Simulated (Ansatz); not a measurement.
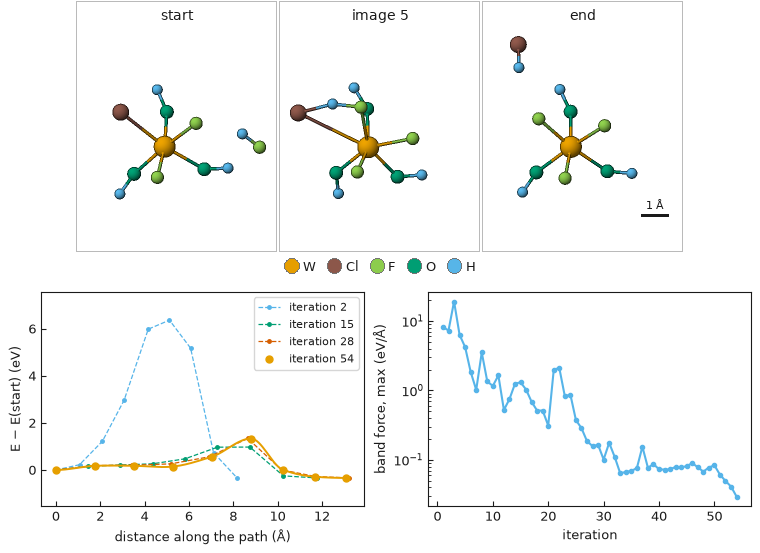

NEB run on WH4O3ClF3. Images are numbered from 0 (start) to 8 (end). The plot follows the band through its iterations. The picture is a ball-and-stick view, seen at a tilt.

Level of theory: RHF/def2-SVP (Ansatz). Set-up: 7 movable images; climbing image; force threshold 0.03 eV/Å; iteration limit 60; starting path by straight interpolation.

### Judge this run.

The run is converged, with reservations. The band converged in 54 iterations. The largest component of the band force went from 8.2 to 0.03 eV/Å. The climbing image converged on the top of the path. Its curvatures weren't checked. The straight starting path can push atoms close together and costs iterations. The first iteration put the highest image at 9.06 eV. Forward barrier 1.33 eV, backward barrier 1.67 eV, with image 5 at the top; the reaction energy is −0.34 eV.

Limits of the set-up: Hartree-Fock leaves out electron correlation.
